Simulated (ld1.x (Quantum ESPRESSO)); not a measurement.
# A PAW potential for Co, from input to tests

Do these settings give a usable potential? It is generated, then checked for transferability, scattering, ghosts and hardness.

Program: ld1.x (Quantum ESPRESSO) 7.5. Reference atom: PBE, scalar-relativistic, spherical and spin-unpolarised. All values are calculated.

## (1) The atom and the settings

The settings as typed:

* element: cobalt (Co, Z = 27)
* type: PAW
* frozen core: [Ar]
* valence charge: 9
* reference configuration: 3d7 4s2 4p0
* partial waves: 4s (bound): rcut 1.90, rcutus 2.15 bohr; 4s channel at 0.45 Ry: rcut 1.90, rcutus 2.15 bohr; 4p (bound, empty): rcut 1.95, rcutus 2.45 bohr; 4p channel at 0.85 Ry: rcut 1.95, rcutus 2.45 bohr; 3d (bound): rcut 0.85, rcutus 1.00 bohr; 3d channel at 1.55 Ry: rcut 0.85, rcutus 1.00 bohr
* local potential: all-electron potential smoothed inside 2.40 bohr (lloc = -1)
* core correction: a·sin(br)/r model core inside 0.55 bohr
* augmentation charge: BESSEL, radius 0.80 bohr

The nodes and maxima of the atom's own shells, from an earlier all-electron run, set the scale for the radii.

All-electron outer shells of the reference configuration (PBE, scalar-relativistic, ld1.x):

```json
{"shell": "3s", "level (eV)": "-102.40", "outermost node (bohr)": "0.31", "outermost maximum (bohr)": "0.66"}
{"shell": "3p", "level (eV)": "-65.64", "outermost node (bohr)": "0.28", "outermost maximum (bohr)": "0.68"}
{"shell": "3d", "level (eV)": "-8.20", "outermost node (bohr)": "–", "outermost maximum (bohr)": "0.66"}
{"shell": "4s", "level (eV)": "-5.47", "outermost node (bohr)": "0.96", "outermost maximum (bohr)": "2.32"}
{"shell": "4p", "level (eV)": "-1.28", "outermost node (bohr)": "1.05", "outermost maximum (bohr)": "3.25"}
```

## (2) Generation

Input file Co.in:

```
 &input
   title='Co', zed=27., rel=1, dft='PBE', iswitch=3,
   config='[Ar] 3d7 4s2 4p0',
   nld=3, rlderiv=2.65, eminld=-3.0, emaxld=5.0, deld=0.02
 /
 &inputp
   pseudotype=3, lpaw=.true., tm=.true., lloc=-1, rcloc=2.40,
   nlcc=.true., rcore=0.55,
   which_augfun='BESSEL', rmatch_augfun=0.80,
   file_pseudopw='Co.UPF', file_wfcaegen='ae.wfc', file_wfcncgen='nc.wfc', file_beta='beta', file_chi='chi', file_wfcusgen='us.wfc'
 /
6
4S  1  0   2.00   0.00  1.90  2.15  0.0
4S  1  0   0.00   0.45  1.90  2.15  0.0
4P  2  1   0.00   0.00  1.95  2.45  0.0
4P  2  1   0.00   0.85  1.95  2.45  0.0
3D  3  2   7.00   0.00  0.85  1.00  0.0
3D  3  2   0.00   1.55  0.85  1.00  0.0
 &test
   configts(1)='3d7 4s2 4p0'
 /
```

The run is started by

```bash
ld1.x < Co.in > Co.out
```

What the program wrote to Co.out (without the banner and most projector matrices):

```text
     Program LD1 v.7.5
     --------------------------- All-electron run ----------------------------

     Co
     scalar relativistic calculation

     atomic number is 27.00
     dft =PBE   lsd =0 sic =0 latt =0  beta=0.20 tr2=1.0E-14
     Exchange-correlation= PBE
                           (   1   4   3   4   0   0   0)
     mesh =1193 r(mesh) =  99.89935 a.u. xmin = -7.00 dx = 0.01250
     1 Ry =  13.60569312 eV, c = 137.03599908

     n l     nl                  e(Ry)          e(Ha)          e(eV)
     1 0     1S 1( 2.00)      -558.0826      -279.0413     -7593.1006
     2 0     2S 1( 2.00)       -66.0755       -33.0378      -899.0036
     2 1     2P 1( 6.00)       -56.5897       -28.2948      -769.9416
     3 0     3S 1( 2.00)        -7.5266        -3.7633      -102.4044
     3 1     3P 1( 6.00)        -4.8242        -2.4121       -65.6364
     3 2     3D 1( 7.00)        -0.6030        -0.3015        -8.2040
     4 0     4S 1( 2.00)        -0.4020        -0.2010        -5.4697
     4 1     4P 1( 0.00)        -0.0938        -0.0469        -1.2766

     final scf error:  8.6E-15 reached in  32 iterations

     Etot =   -2786.294851 Ry,   -1393.147426 Ha,  -37909.472698 eV

     Ekin =    2822.267919 Ry,    1411.133959 Ha,   38398.911213 eV
     Encl =   -6674.713191 Ry,   -3337.356595 Ha,  -90814.099355 eV
     Eh   =    1184.776043 Ry,     592.388022 Ha,   16119.699266 eV
     Exc  =    -118.625623 Ry,     -59.312811 Ha,   -1613.983821 eV

     normalization and overlap integrals

     s(1S/1S) =  1.000000  <r> =   0.0562  <r2> =    0.0042  r(max) =   0.0366
     s(2S/2S) =  1.000000  <r> =   0.2555  <r2> =    0.0770  r(max) =   0.2131
     s(2P/2P) =  1.000000  <r> =   0.2250  <r2> =    0.0622  r(max) =   0.1723
     s(3S/3S) =  1.000000  <r> =   0.7736  <r2> =    0.6913  r(max) =   0.6648
     s(3P/3P) =  1.000000  <r> =   0.8160  <r2> =    0.7864  r(max) =   0.6816
     s(3D/3D) =  1.000000  <r> =   1.0711  <r2> =    1.5569  r(max) =   0.6648
     s(4S/4S) =  1.000000  <r> =   2.8937  <r2> =    9.7888  r(max) =   2.3202
     s(4P/4P) =  1.000000  <r> =   4.4224  <r2> =   23.7598  r(max) =   3.2517

     ------------------------ End of All-electron run ------------------------

     --------------------- Generating PAW atomic setup --------------------

      Generating local potential from pseudized AE potential:
      Matching radius rcloc =   2.4000

      Local pseudo, rcloc= 2.409 Estimated cut-off energy=     4.18 Ry

      Computing core charge for nlcc:

       r > 0.55 : true rho core
       r < 0.55 : rho core = a sin(br)/r    a=  20.28  b=   3.06

      Integrated core pseudo-charge :   9.09
      Wfc-us  4S rcutus= 2.126  Estimated cut-off energy=     9.57 Ry
      Wfc-us  4S rcutus= 2.126  Estimated cut-off energy=    10.85 Ry
      Wfc-us  4P rcutus= 2.470  Estimated cut-off energy=    11.81 Ry
      Wfc-us  4P rcutus= 2.470  Estimated cut-off energy=    13.32 Ry
      Wfc-us  3D rcutus= 1.004  Estimated cut-off energy=   112.77 Ry
      Wfc-us  3D rcutus= 1.004  Estimated cut-off energy=   123.90 Ry

     Required augmentation: BESSEL   radius:    0.800000
     Suggested rho cutoff for augmentation: 154.42 Ry

     Estimated PAW energy = -161.451175 Ryd

     The PAW screened D coefficients
     0.38332     0.41396     0.00000     0.00000     0.00000     0.00000
     0.41396     0.44740     0.00000     0.00000     0.00000     0.00000
     0.00000     0.00000     0.08255     0.12591     0.00000     0.00000
     0.00000     0.00000     0.12591     0.19266     0.00000     0.00000
     0.00000     0.00000     0.00000     0.00000    -7.21033    -4.51899
     0.00000     0.00000     0.00000     0.00000    -4.51899    -3.00436

     The PAW descreened D coefficients (US)
    -0.01129    -0.02468     0.00000     0.00000     0.00000     0.00000
    -0.02468    -0.03967     0.00000     0.00000     0.00000     0.00000
     0.00000     0.00000    -0.05557    -0.09845     0.00000     0.00000
     0.00000     0.00000    -0.09845    -0.17082     0.00000     0.00000
     0.00000     0.00000     0.00000     0.00000    -6.57094    -4.00811
     0.00000     0.00000     0.00000     0.00000    -4.00811    -2.60227

     ------------------- End of pseudopotential generation -------------------

     [... the all-electron block is printed once more ...]


     Computing logarithmic derivative in   2.64569
     Computing logarithmic derivative in   2.64569
     Computing the partial wave expansion
     R is outside the sphere for l=    0 j= 0.00
     R is outside the sphere for l=    0 j= 0.00
     R is outside the sphere for l=    1 j= 0.00
     R is outside the sphere for l=    1 j= 0.00
     R is outside the sphere for l=    2 j= 0.00
     R is outside the sphere for l=    2 j= 0.00

     ---------------------- Testing the pseudopotential ----------------------

     Co
     scalar relativistic calculation

     atomic number is 27.00   valence charge is  9.00
     dft = SLA  PW   PBX  PBC   lsd =0 sic =0 latt =0  beta=0.20 tr2=1.0E-14
     mesh =1193 r(mesh) =  99.89935 xmin = -7.00 dx = 0.01250

     n l     nl             e AE (Ry)        e PS (Ry)    De AE-PS (Ry)
     3 2     3D   1( 7.00)       -0.60298       -0.60298        0.00000
     1 0     4S   1( 2.00)       -0.40202       -0.40202        0.00000
     2 1     4P   1( 0.00)       -0.09383       -0.09383        0.00000

     eps = 1.2E-16  iter =  4

     Etot =   -2786.294851 Ry,   -1393.147426 Ha,  -37909.472698 eV
     Etotps =  -161.451171 Ry,     -80.725586 Ha,   -2196.655089 eV

     Ekin =     116.788999 Ry,      58.394499 Ha,    1588.995276 eV
     Encl =    -215.349244 Ry,    -107.674622 Ha,   -2929.975733 eV
     Ehrt =      55.734693 Ry,      27.867346 Ha,     758.309123 eV
     Ecxc =    -118.625618 Ry,     -59.312809 Ha,   -1613.983755 eV
     (Ecc =     -17.129511 Ry,      -8.564755 Ha,    -233.058867 eV)

     ---------------------- End of pseudopotential test ----------------------
```

Wall time 2.8 s (1 thread of Neoverse-V1, shared host). (Generation and the later configuration tests together.)

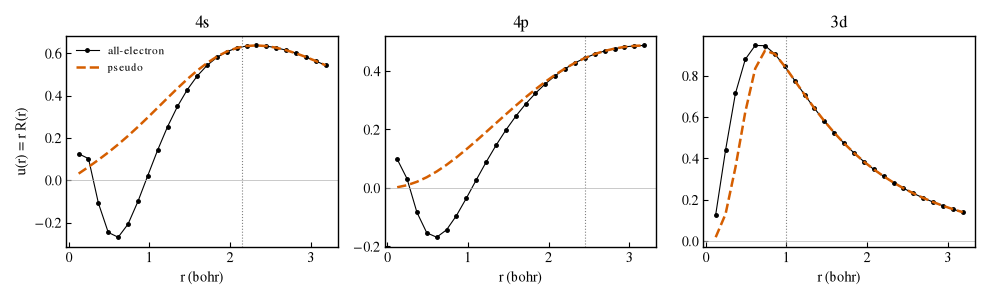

Bound waves of the atom and their pseudo partners (4s, 4p, 3d), with the matching radii dotted. The curves join 26 sampled radii, too few to resolve the innermost nodes.

(Part 1 of 2 ends here.)
